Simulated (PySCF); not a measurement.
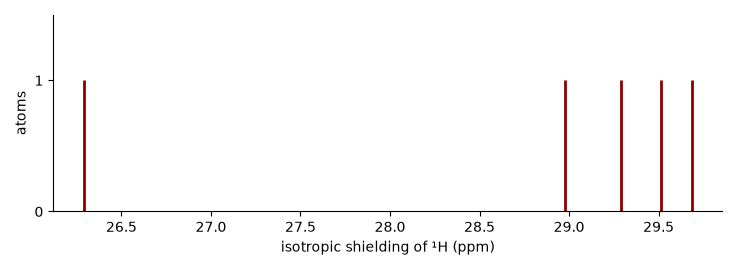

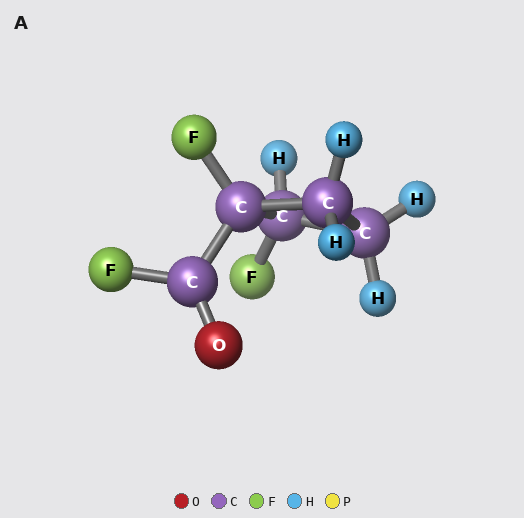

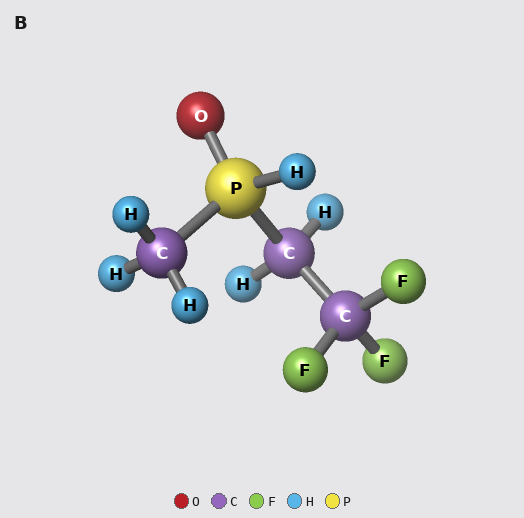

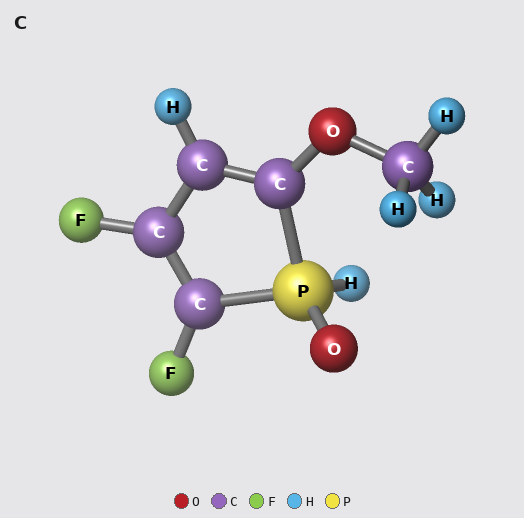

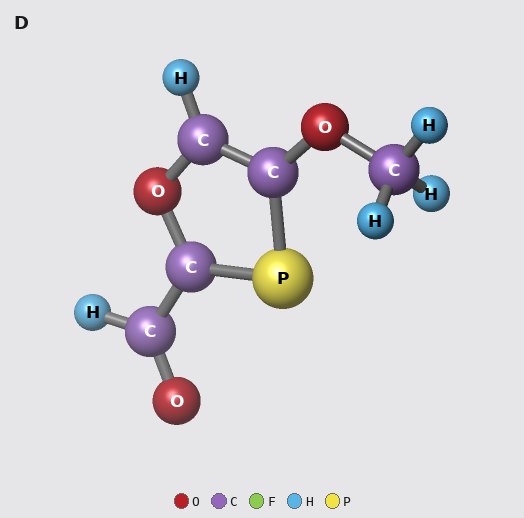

The sticks are computed shieldings of one of the molecules, for one fixed geometry (GFN2-xTB) without averaging over rotations. Low shielding means a high chemical shift. Method: GIAO PBE0/pcSseg-1 NMR shielding, non-relativistic, gas phase (PySCF 2.14.0).

Question: Match the spectrum to a structure.

Answer: A, `O=C(F)[C@@]1(F)CC[C@H]1F`. Its 5 H atoms give lines at 26.29, 28.98, 29.29, 29.51, 29.69 ppm.

The geometry is semi-empirical. Around P such bond lengths and angles can be off by a tenth of an ångström or more and by several degrees, and values that hang on the shape move with them.
